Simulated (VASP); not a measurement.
Band structure of HfGe₂ (space group Cmcm). Level of theory: LDA (Ceperley-Alder, Perdew-Zunger), VASP's LDA PAW potentials (set 64) (plane waves; VASP).

Unless said otherwise, spin-orbit coupling is left out, though it shifts the bands of the heavy elements here.

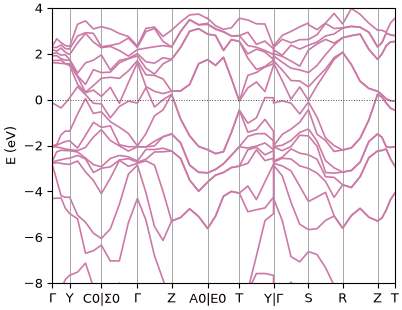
Figure. Bands along high-symmetry lines, zero at the valence-band maximum or, without a gap, the Fermi level

Read the plot: is there a gap, and where are the band edges?

It has no gap at this level: it comes out as a metal or semimetal.

The structure comes from a measured HfGe2 entry of the Crystallography Open Database, whose conditions weren't checked. The cell was not relaxed at this level. The k-mesh is coarse (spacing up to 0.42 per Å, 2π included), so the numbers may not be converged in it.
